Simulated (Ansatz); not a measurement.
# Geometry relaxation of Si5H10OF4 (part 2 of 2)

The same run, continued: Si5H10OF4; RKS PBE0-D4/def2-TZVP (Ansatz 0.2.0). The geometry is a transition state displaced along its imaginary mode. The reaction was set up to form Si1–O7 and F2–H6 and to break Si1–F2 and H6–O7 (atoms counted from 1 in the order of the input); sticks are drawn by distance alone.

Geometry of the input (Å):
```
Si -1.5756  1.8826  -1.1279
F  -1.2235  3.1689  -0.1186
F  -0.9328  2.6117  -2.3752
F  -1.6579  0.4008  -1.8549
F  -3.1208  1.9640  -0.8167
H  -0.4149  1.9333  0.4664
O  -0.4795  1.1780  0.0879
Si 0.3567  -0.3706  0.2978
Si -1.1694  -2.1284  -0.0184
Si 1.1090  -0.2884  2.5093
Si 2.1354  -0.4596  -1.2247
H  -0.6827  -3.2540  0.8326
H  -2.5101  -1.7048  0.4506
H  -1.2075  -2.5736  -1.4306
H  1.9169  0.9396  2.7271
H  -0.0377  -0.3025  3.4532
H  1.9544  -1.4906  2.7246
H  3.0792  0.6629  -0.9865
H  1.6262  -0.4168  -2.6161
H  2.8347  -1.7523  -0.9801
```

```
2555 factors; their error is unknown
mean field -52451.87804810 eV, -1927.5709651078 hartree, gradient 8.6e-5 eV, S^2 0.000000; 1 other end points of the search recorded, 0 dependent functions left out
the calculation of the forces begins
reference -52451.87809904 eV, -1927.5709669798 hartree; 62, 62 occupied and 338, 338 virtual orbitals, 2555 factors
Total energy: -52452.44900919 eV, -1927.5919475407 hartree
Atom 0 at    -2.176513     1.932986    -1.654612 Å, force     0.001430     0.002962     0.001747 eV/Å
Atom 1 at    -1.716210     3.243756    -0.934396 Å, force    -0.000699    -0.001783    -0.001309 eV/Å
Atom 2 at    -0.978295     1.212797    -2.356821 Å, force     0.000250     0.000179    -0.000867 eV/Å
Atom 3 at    -2.943324     0.965946    -0.696738 Å, force    -0.001596    -0.001334     0.000909 eV/Å
Atom 4 at    -3.180896     2.361797    -2.780041 Å, force     0.000454    -0.000535    -0.000098 eV/Å
Atom 5 at     0.127084     2.019418     0.684235 Å, force    -0.001012    -0.001901    -0.000531 eV/Å
Atom 6 at    -0.361453     1.232892     0.432362 Å, force     0.000073     0.003981    -0.000046 eV/Å
Atom 7 at     0.455309    -0.228890     0.514032 Å, force     0.001701    -0.002256    -0.000254 eV/Å
Atom 8 at    -1.082041    -1.916820     0.002329 Å, force    -0.000701    -0.000682    -0.000166 eV/Å
Atom 9 at     1.311685    -0.596009     2.669327 Å, force    -0.000345    -0.000101     0.000384 eV/Å
Atom 10 at     2.243592    -0.305108    -1.006382 Å, force     0.000101     0.000147    -0.000229 eV/Å
Atom 11 at    -0.352065    -3.210082     0.115349 Å, force    -0.000951     0.001368    -0.000138 eV/Å
Atom 12 at    -2.220367    -1.919716     0.958104 Å, force     0.000833     0.000099    -0.000927 eV/Å
Atom 13 at    -1.599092    -1.780901    -1.384740 Å, force     0.000415    -0.000239     0.001469 eV/Å
Atom 14 at     2.224142     0.515669     3.060483 Å, force    -0.000123    -0.000106    -0.000207 eV/Å
Atom 15 at     0.223030    -0.685269     3.679733 Å, force     0.000136    -0.000099    -0.000127 eV/Å
Atom 16 at     2.085006    -1.867380     2.675442 Å, force     0.000151     0.000221    -0.000034 eV/Å
Atom 17 at     3.136268     0.870645    -0.801147 Å, force    -0.000158    -0.000563     0.000106 eV/Å
Atom 18 at     1.771790    -0.302081    -2.416162 Å, force     0.000346     0.000283     0.000422 eV/Å
Atom 19 at     3.032451    -1.543545    -0.760356 Å, force    -0.000305     0.000361    -0.000103 eV/Å
Dipole moment:     0.254096     0.062989     0.188223 e Å
```

## Trajectory as extended XYZ (Å, eV, eV/Å), 11 of the 78 frames kept, from step=1 to step=78
```
20
Properties=species:S:1:pos:R:3:forces:R:3 step=1 energy=-52451.12421
Si   -1.5756    1.8826   -1.1279   -0.3437  -0.2244  -0.7018
F    -1.2235    3.1689   -0.1186   -0.4553   0.8979  -0.1395
F    -0.9328    2.6117   -2.3752   -0.0012  -0.0090  -0.3252
F    -1.6579    0.4008   -1.8549    0.2326   0.3556   0.4495
F    -3.1208    1.9640   -0.8167   -0.3238  -0.0316  -0.0689
H    -0.4149    1.9333    0.4664    1.7993   7.9773   5.4201
O    -0.4795    1.1780    0.0879   -0.7823  -9.4216  -4.6814
Si    0.3567   -0.3706    0.2978   -0.0965   0.2330   0.0117
Si   -1.1694   -2.1284   -0.0184   -0.0364   0.0461  -0.0031
Si    1.1090   -0.2884    2.5093    0.0217  -0.0124   0.0409
Si    2.1354   -0.4596   -1.2247    0.0203   0.0215  -0.0178
H    -0.6827   -3.2540    0.8326    0.0144   0.0733  -0.0195
H    -2.5101   -1.7048    0.4506   -0.0209   0.0147   0.0137
H    -1.2075   -2.5736   -1.4306    0.0185   0.0314  -0.0079
H     1.9169    0.9396    2.7271    0.0101   0.0140   0.0086
H    -0.0377   -0.3025    3.4532   -0.0081   0.0003   0.0031
H     1.9544   -1.4906    2.7246    0.0083  -0.0069   0.0024
H     3.0792    0.6629   -0.9865    0.0011   0.0058   0.0068
H     1.6262   -0.4168   -2.6161   -0.0155   0.0044  -0.0112
H     2.8347   -1.7523   -0.9801   -0.0427   0.0304   0.0197
20
Properties=species:S:1:pos:R:3:forces:R:3 step=9 energy=-52451.99055
Si   -1.5295    1.8714   -1.1903   -0.0548  -0.0266  -0.0838
F    -1.5177    3.1962   -0.2243   -0.0283  -0.0381  -0.0634
F    -0.8233    2.5872   -2.4235   -0.0491  -0.0317   0.1092
F    -1.2766    0.3502   -1.7883   -0.0222   0.0730   0.0428
F    -3.1138    1.7210   -1.1954    0.1432   0.0306   0.0102
H    -0.3430    1.8717    0.8551   -0.0311  -0.0308  -0.0671
O    -0.4953    1.1977    0.1795    0.0733   0.0034   0.0748
Si    0.3310   -0.3595    0.2996   -0.0197   0.0494  -0.0019
Si   -1.2583   -2.0555    0.0362   -0.0161  -0.0307   0.0048
Si    1.1841   -0.3484    2.4867   -0.0108  -0.0141   0.0400
Si    2.0799   -0.4022   -1.2543    0.0043   0.0025  -0.0410
H    -0.8637   -3.1672    0.9468   -0.0091   0.0078  -0.0104
H    -2.5829   -1.5277    0.4534    0.0242   0.0060  -0.0062
H    -1.2905   -2.5500   -1.3601    0.0051   0.0041   0.0099
H     1.9729    0.8882    2.7481   -0.0123  -0.0075  -0.0200
H     0.0850   -0.4344    3.4867    0.0144   0.0030  -0.0176
H     2.0681   -1.5358    2.6172    0.0005   0.0049  -0.0044
H     3.0084    0.7339   -1.0129   -0.0156   0.0069   0.0095
H     1.5566   -0.3587   -2.6401    0.0092  -0.0014   0.0036
H     2.8088   -1.6778   -1.0200   -0.0051  -0.0107   0.0110
20
Properties=species:S:1:pos:R:3:forces:R:3 step=16 energy=-52451.99438
Si   -1.5214    1.8720   -1.1844   -0.0382   0.0289  -0.0409
F    -1.5870    3.1574   -0.1749   -0.0055   0.0190   0.0137
F    -0.6389    2.5699   -2.3054   -0.0485  -0.0348   0.0358
F    -1.3149    0.3400   -1.7551   -0.0078  -0.0023  -0.0059
F    -3.1000    1.8228   -1.3894    0.0989  -0.0023  -0.0120
H    -0.3770    1.8541    0.8854    0.0135  -0.0007   0.0033
O    -0.5071    1.1839    0.2039   -0.0232   0.0067   0.0093
Si    0.3266   -0.3644    0.3084    0.0108  -0.0225  -0.0055
Si   -1.2640   -2.0633    0.0505    0.0041   0.0016  -0.0036
Si    1.2100   -0.3625    2.4833    0.0014   0.0080  -0.0047
Si    2.0488   -0.3895   -1.2763    0.0233  -0.0039  -0.0117
H    -0.9145   -3.1631    0.9914    0.0031  -0.0009   0.0041
H    -2.5910   -1.5078    0.4166   -0.0056   0.0010   0.0050
H    -1.2631   -2.5848   -1.3358   -0.0008   0.0005  -0.0034
H     1.9780    0.8885    2.7329    0.0013  -0.0002   0.0013
H     0.1259   -0.4694    3.4952   -0.0038   0.0003   0.0044
H     2.1167   -1.5336    2.5969    0.0012  -0.0027  -0.0030
H     2.9017    0.8184   -1.1100   -0.0174  -0.0195  -0.0019
H     1.5122   -0.4648   -2.6562    0.0060   0.0043   0.0174
H     2.8588   -1.6036   -0.9768   -0.0126   0.0194  -0.0017
20
Properties=species:S:1:pos:R:3:forces:R:3 step=24 energy=-52452.12654
Si   -1.5466    1.9066   -1.2529   -0.3597   0.2536  -0.5248
F    -1.8882    2.9931   -0.1073   -0.1009  -0.2601  -0.1619
F    -0.2150    2.3875   -1.9771   -0.2398  -0.0827   0.1190
F    -1.6986    0.3288   -1.5900   -0.1367   0.2418   0.1216
F    -2.7760    2.3421   -2.2124    0.6773  -0.1459   0.3947
H    -0.4109    1.7929    0.9467   -0.0073  -0.0407  -0.0575
O    -0.5700    1.1300    0.2659    0.1262   0.0454   0.0967
Si    0.3098   -0.3668    0.3494   -0.0038  -0.0025  -0.0115
Si   -1.2267   -2.1259    0.1299    0.0236   0.0146   0.0292
Si    1.2717   -0.3740    2.4876   -0.0041   0.0048   0.0053
Si    1.9632   -0.3334   -1.3077    0.0230  -0.0030   0.0083
H    -0.7724   -3.2365    1.0127   -0.0003  -0.0019  -0.0097
H    -2.5561   -1.6503    0.5904    0.0046  -0.0088   0.0058
H    -1.2932   -2.6125   -1.2685   -0.0043   0.0035  -0.0067
H     2.0415    0.8813    2.7112    0.0048  -0.0083  -0.0001
H     0.2151   -0.4738    3.5297    0.0019  -0.0047   0.0086
H     2.1817   -1.5437    2.5861    0.0046   0.0007  -0.0037
H     2.7883    0.8956   -1.1644   -0.0063  -0.0278  -0.0121
H     1.3667   -0.4100   -2.6638    0.0049   0.0071   0.0106
H     2.8159   -1.5310   -1.0657   -0.0077   0.0148  -0.0118
20
Properties=species:S:1:pos:R:3:forces:R:3 step=32 energy=-52452.42124
Si   -1.9226    2.1197   -1.7767    0.0832  -0.1227   0.1045
F    -2.4191    2.9114   -0.5270   -0.0052   0.1308   0.0388
F    -0.4012    2.3702   -2.0499   -0.0456  -0.0322   0.0314
F    -2.2506    0.5970   -1.6349    0.0419  -0.0125  -0.0938
F    -2.7009    2.6592   -3.0222   -0.0734   0.0198  -0.0790
H    -0.1259    1.8704    0.9736   -0.0052  -0.0378  -0.0334
O    -0.5138    1.1118    0.5314   -0.0840   0.1737   0.0131
Si    0.3717   -0.3062    0.5527    0.0274  -0.0917   0.0475
Si   -1.1269   -2.0866    0.2442   -0.0262  -0.0549  -0.0240
Si    1.4294   -0.5577    2.6336    0.0168  -0.0182  -0.0291
Si    1.9742   -0.3296   -1.1600    0.0324  -0.0382  -0.0115
H    -0.5045   -3.3137    0.8295   -0.0430   0.0800  -0.0447
H    -2.4142   -1.8119    0.9468    0.0880  -0.0179  -0.0364
H    -1.3922   -2.3374   -1.2018    0.0039   0.0132   0.0914
H     2.2968    0.6217    2.9189   -0.0058  -0.0132   0.0013
H     0.4312   -0.6757    3.7316    0.0046  -0.0060  -0.0024
H     2.2753   -1.7815    2.6074    0.0034   0.0112   0.0132
H     2.9224    0.8119   -1.0397   -0.0069   0.0055   0.0102
H     1.3237   -0.2733   -2.4965   -0.0050   0.0053   0.0050
H     2.7473   -1.5996   -1.0611   -0.0014   0.0059  -0.0021
20
Properties=species:S:1:pos:R:3:forces:R:3 step=39 energy=-52452.43024
Si   -1.9435    2.0856   -1.7816    0.0041  -0.0187  -0.0071
F    -2.3987    2.9620   -0.5710    0.0085  -0.0022  -0.0041
F    -0.4204    2.2856   -2.0833   -0.0154   0.0045   0.0035
F    -2.2930    0.5738   -1.5864   -0.0014   0.0230  -0.0011
F    -2.7350    2.5827   -3.0404    0.0065  -0.0042   0.0098
H    -0.0513    1.9263    0.8746   -0.0083   0.0025   0.0017
O    -0.5128    1.1531    0.5425    0.0069   0.0012  -0.0024
Si    0.3571   -0.2817    0.5643    0.0082  -0.0072  -0.0055
Si   -1.1459   -2.0470    0.2336   -0.0043   0.0000  -0.0009
Si    1.4242   -0.5787    2.6341   -0.0019   0.0019   0.0010
Si    1.9913   -0.3290   -1.1221   -0.0055   0.0036   0.0019
H    -0.4675   -3.2890    0.6996   -0.0027   0.0041  -0.0022
H    -2.3791   -1.8388    1.0385    0.0076  -0.0044  -0.0036
H    -1.5062   -2.2149   -1.1980   -0.0026  -0.0027   0.0067
H     2.2446    0.6217    2.9647   -0.0015  -0.0041   0.0017
H     0.4444   -0.7911    3.7343    0.0053   0.0003  -0.0052
H     2.3242   -1.7607    2.5495   -0.0032   0.0037   0.0035
H     2.9479    0.8027   -0.9712   -0.0026  -0.0021  -0.0002
H     1.3724   -0.2552   -2.4724    0.0026  -0.0011   0.0016
H     2.7474   -1.6072   -1.0093   -0.0004   0.0019   0.0008
20
Properties=species:S:1:pos:R:3:forces:R:3 step=47 energy=-52452.43260
Si   -1.9565    2.0928   -1.7649   -0.0049  -0.0346   0.0180
F    -2.1984    3.0993   -0.5910    0.0211  -0.0542  -0.0555
F    -0.4464    2.0613   -2.1822   -0.0821  -0.0003   0.0248
F    -2.4970    0.6583   -1.4475    0.0426   0.0992  -0.0116
F    -2.7657    2.6238   -2.9996    0.0226  -0.0119   0.0285
H    -0.0818    1.9146    0.8747    0.0026   0.0151   0.0076
O    -0.5235    1.1388    0.5232   -0.0075  -0.0079  -0.0118
Si    0.3557   -0.2898    0.5579    0.0134  -0.0086  -0.0168
Si   -1.1288   -2.0632    0.1959    0.0130   0.0079   0.0045
Si    1.4030   -0.5638    2.6409   -0.0039  -0.0084   0.0094
Si    2.0154   -0.3343   -1.1051   -0.0012   0.0027  -0.0002
H    -0.3968   -3.3124    0.5442    0.0050  -0.0080   0.0001
H    -2.3228   -1.9444    1.0720   -0.0149   0.0026   0.0116
H    -1.5584   -2.1466   -1.2232   -0.0042  -0.0003  -0.0103
H     2.2102    0.6475    2.9643   -0.0011  -0.0042   0.0008
H     0.4144   -0.7698    3.7347    0.0048   0.0025  -0.0086
H     2.3132   -1.7396    2.5817   -0.0047   0.0062  -0.0007
H     2.9163    0.8460   -0.9841   -0.0040  -0.0074  -0.0021
H     1.4214   -0.3475   -2.4688    0.0075  -0.0004   0.0132
H     2.8265   -1.5709   -0.9232   -0.0039   0.0099  -0.0009
20
Properties=species:S:1:pos:R:3:forces:R:3 step=55 energy=-52452.43923
Si   -2.0350    2.0475   -1.7222    0.0213  -0.0118   0.0164
F    -1.9429    3.2178   -0.6860   -0.0037  -0.0476  -0.0357
F    -0.6262    1.6959   -2.3094   -0.0552   0.0006   0.0264
F    -2.7530    0.7849   -1.1425    0.0345   0.0439  -0.0100
F    -2.9118    2.5628   -2.9159   -0.0031   0.0072   0.0041
H    -0.0304    1.9445    0.8137   -0.0094  -0.0061  -0.0048
O    -0.4804    1.1622    0.4867    0.0103   0.0145   0.0112
Si    0.3847   -0.2740    0.5428    0.0093  -0.0013  -0.0148
Si   -1.1117   -2.0222    0.1193    0.0040   0.0006  -0.0048
Si    1.3714   -0.5746    2.6515   -0.0033  -0.0044   0.0058
Si    2.0986   -0.3246   -1.0641   -0.0009  -0.0008   0.0056
H    -0.3732   -3.2883    0.3842   -0.0006  -0.0024  -0.0011
H    -2.2930   -1.9538    1.0186   -0.0005   0.0024   0.0041
H    -1.5630   -2.0253   -1.2966   -0.0033   0.0028  -0.0001
H     2.1998    0.6159    2.9965    0.0007  -0.0001   0.0024
H     0.3544   -0.7607    3.7219   -0.0008   0.0022  -0.0054
H     2.2554   -1.7706    2.6081   -0.0028   0.0012   0.0009
H     2.9614    0.8839   -0.9430   -0.0029  -0.0009   0.0013
H     1.5578   -0.3911   -2.4469    0.0026   0.0003  -0.0005
H     2.9373   -1.5300   -0.8168    0.0039  -0.0006  -0.0009
20
Properties=species:S:1:pos:R:3:forces:R:3 step=63 energy=-52452.44566
Si   -2.1125    1.9824   -1.6823    0.0391  -0.0193   0.0545
F    -1.7907    3.2462   -0.8124   -0.0291  -0.0913  -0.0729
F    -0.8211    1.4083   -2.3590   -0.0784   0.0223   0.0507
F    -2.8810    0.8828   -0.8764    0.0603   0.0747  -0.0515
F    -3.0623    2.4521   -2.8387    0.0062   0.0075   0.0227
H     0.0622    1.9887    0.7387    0.0118  -0.0096   0.0016
O    -0.4048    1.2005    0.4535   -0.0186  -0.0014  -0.0061
Si    0.4318   -0.2514    0.5199    0.0092   0.0187   0.0149
Si   -1.1000   -1.9587    0.0580    0.0004  -0.0056  -0.0108
Si    1.3342   -0.5978    2.6603   -0.0050  -0.0023   0.0045
Si    2.1880   -0.3075   -1.0389   -0.0014  -0.0096  -0.0032
H    -0.3762   -3.2476    0.2448   -0.0036   0.0087  -0.0022
H    -2.2531   -1.9113    0.9951    0.0049  -0.0006  -0.0039
H    -1.5935   -1.8899   -1.3428    0.0013   0.0025   0.0059
H     2.1949    0.5546    3.0523   -0.0018  -0.0034  -0.0036
H     0.2631   -0.7497    3.6826    0.0063   0.0023  -0.0024
H     2.1689   -1.8298    2.6460   -0.0029   0.0035  -0.0006
H     3.0344    0.9109   -0.8982   -0.0026  -0.0015   0.0029
H     1.6846   -0.3800   -2.4357    0.0046   0.0022   0.0007
H     3.0332   -1.5029   -0.7667   -0.0007   0.0022  -0.0011
20
Properties=species:S:1:pos:R:3:forces:R:3 step=70 energy=-52452.44873
Si   -2.1571    1.9344   -1.6565   -0.0168   0.0141  -0.0266
F    -1.6924    3.2439   -0.9366    0.0021  -0.0034   0.0038
F    -0.9601    1.2009   -2.3470    0.0068  -0.0043   0.0085
F    -2.9468    0.9786   -0.7062    0.0057  -0.0047   0.0066
F    -3.1440    2.3702   -2.7952    0.0016  -0.0002   0.0081
H     0.1143    2.0107    0.6985   -0.0067  -0.0009  -0.0026
O    -0.3749    1.2254    0.4437    0.0126  -0.0032   0.0044
Si    0.4467   -0.2351    0.5188   -0.0036   0.0057  -0.0094
Si   -1.0921   -1.9213    0.0059   -0.0024  -0.0066   0.0014
Si    1.3187   -0.5994    2.6683   -0.0007  -0.0017   0.0024
Si    2.2293   -0.2995   -1.0094    0.0033   0.0012  -0.0010
H    -0.3648   -3.2166    0.1172   -0.0040   0.0061  -0.0007
H    -2.2304   -1.9222    0.9621    0.0039  -0.0016  -0.0034
H    -1.6093   -1.7823   -1.3811    0.0038  -0.0001   0.0082
H     2.2099    0.5294    3.0603   -0.0024  -0.0032  -0.0014
H     0.2376   -0.7169    3.6839    0.0015   0.0010  -0.0005
H     2.1188   -1.8543    2.6631   -0.0027   0.0025   0.0000
H     3.0953    0.8997   -0.8258   -0.0003  -0.0024  -0.0001
H     1.7540   -0.3303   -2.4177    0.0001   0.0006   0.0029
H     3.0474   -1.5153   -0.7462   -0.0018   0.0010  -0.0006
20
Properties=species:S:1:pos:R:3:forces:R:3 step=78 energy=-52452.44896
Si   -2.1765    1.9330   -1.6546    0.0014   0.0030   0.0017
F    -1.7162    3.2438   -0.9344   -0.0007  -0.0018  -0.0013
F    -0.9783    1.2128   -2.3568    0.0003   0.0002  -0.0009
F    -2.9433    0.9659   -0.6967   -0.0016  -0.0013   0.0009
F    -3.1809    2.3618   -2.7800    0.0005  -0.0005  -0.0001
H     0.1271    2.0194    0.6842   -0.0010  -0.0019  -0.0005
O    -0.3615    1.2329    0.4324    0.0001   0.0040   0.0000
Si    0.4553   -0.2289    0.5140    0.0017  -0.0023  -0.0003
Si   -1.0820   -1.9168    0.0023   -0.0007  -0.0007  -0.0002
Si    1.3117   -0.5960    2.6693   -0.0003  -0.0001   0.0004
Si    2.2436   -0.3051   -1.0064    0.0001   0.0001  -0.0002
H    -0.3521   -3.2101    0.1153   -0.0010   0.0014  -0.0001
H    -2.2204   -1.9197    0.9581    0.0008   0.0001  -0.0009
H    -1.5991   -1.7809   -1.3847    0.0004  -0.0002   0.0015
H     2.2241    0.5157    3.0605   -0.0001  -0.0001  -0.0002
H     0.2230   -0.6853    3.6797    0.0001  -0.0001  -0.0001
H     2.0850   -1.8674    2.6754    0.0002   0.0002   0.0000
H     3.1363    0.8706   -0.8011   -0.0002  -0.0006   0.0001
H     1.7718   -0.3021   -2.4162    0.0003   0.0003   0.0004
H     3.0325   -1.5435   -0.7604   -0.0003   0.0004  -0.0001
```

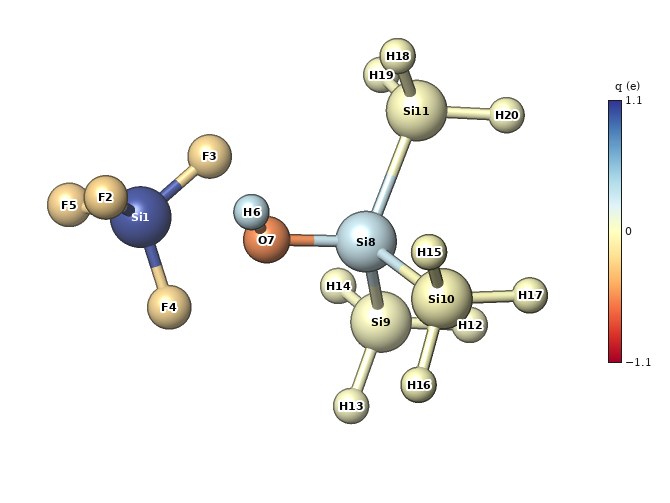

**Figure 1.** Mulliken charges, as the colour of each atom (ball-and-stick view, seen at a tilt; atoms are numbered from 1 in the order of the input; Mulliken charges depend strongly on the basis). By element: Si −0.02 to +1.03, F −0.28 to −0.25, H −0.01 to +0.33 and O −0.56 e.

## Summary

| quantity | value |
| --- | --- |
| outcome | converged |
| total energy | −52452.4490 eV |
| mean-field energy | −52451.8781 eV |
| dispersion energy | −0.5709 eV |
| SCF solution under orbital rotations | stable |
| largest force (length of the vector) at the end | 0.004 eV/Å |
| dipole moment | 1.55 D |
| wall time | 2.8 min (CPU time 4.8 min) |
| peak memory | 1.1 GiB |
